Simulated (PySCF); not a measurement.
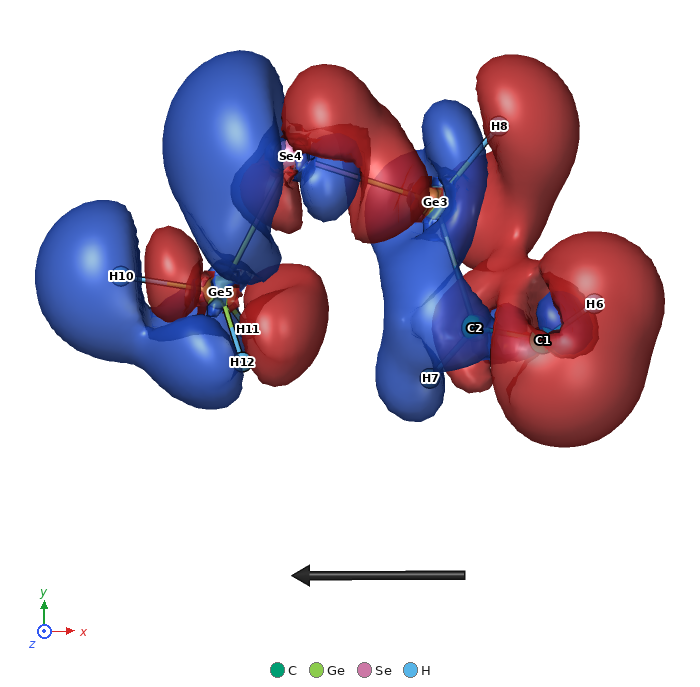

Figure. C$_{2}$H$_{7}$Ge$_{2}$Se, doublet, SMILES `[CH]=[CH][GeH2][Se][GeH3]`. Change of the electron density in a uniform field of 0.41 V/Å along −x (arrow), surfaces at ±0.002 e/Å³ (red: gain, blue: loss).

PySCF calculation, PBE/6-311G**, gas phase; geometry: GFN2-xTB. No frequency check shows the geometry to be a minimum. A basis without diffuse functions makes polarisabilities too small. The stability of the open-shell solution wasn't checked. GFN2-xTB bond lengths at metals and heavier atoms can be off by up to 0.1 Å and shapes distorted, which carries into these values. GFN2-xTB doesn't know the spin state, so this open-shell geometry is rough.

Question: What dipole is induced, and what polarisability does it imply?

Answer: The induced dipole is 3.00 D (+2.99 D along the field); α along this axis, from the fields in both directions, is 145 bohr³ (21.5 Å³).

Question: Which atoms gain and lose the most charge?

Answer: Electrons gather most on C1 (Hirshfeld charge changes by −0.040 e) and leave Se4 most (+0.035 e); 0.192 electrons are displaced in all.

Run time: 8.6 min on 1 thread of Intel(R) Xeon(R) Processor @ 2.50GHz (Skylake/Cascade Lake) (shared host), peak memory 0.81 GiB.
